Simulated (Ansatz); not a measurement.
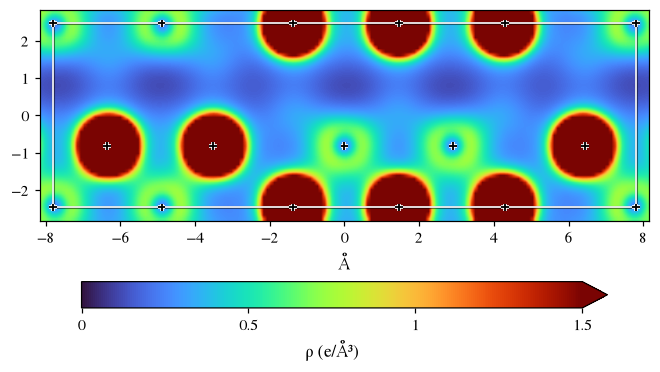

The valence electron density on a plane through atoms (crosses mark nuclei in the plane).

These are results of DFT PBE, scalar-relativistic, plane waves, PAW (Ansatz 0.2.0), not measurements.

Candidates:
A. B2Ru3, a = 2.84 Å, b = 2.84 Å, c = 15.62 Å, α = 90.00°, β = 90.00°, γ = 120.00°. Space group P6₃/mmc; a generated structure, not necessarily the stable one; computed without spin polarisation.
B. Al3RuN, a = 3.62 Å, b = 3.62 Å, c = 5.38 Å, α = 90.00°, β = 90.00°, γ = 90.00°. Space group P4mm; a generated structure, not necessarily the stable one; computed without spin polarisation.
C. Si4Cl, a = 3.88 Å, b = 3.88 Å, c = 53.76 Å, α = 90.00°, β = 90.00°, γ = 120.00°. Space group R-3m; a generated structure, not necessarily the stable one.

Which candidate gave the map?

Candidate A: B2Ru3 on the (110) plane of the conventional cell, which holds B and Ru. B–Ru (2.14 Å): ρ is about 0.75 e/Å³ halfway, with its minimum of 0.64 e/Å³ about 0.9 Å from B. B–Ru (2.20 Å): the density is about 0.67 e/Å³ at the midpoint, with its minimum of 0.58 e/Å³ about 0.9 Å from B.
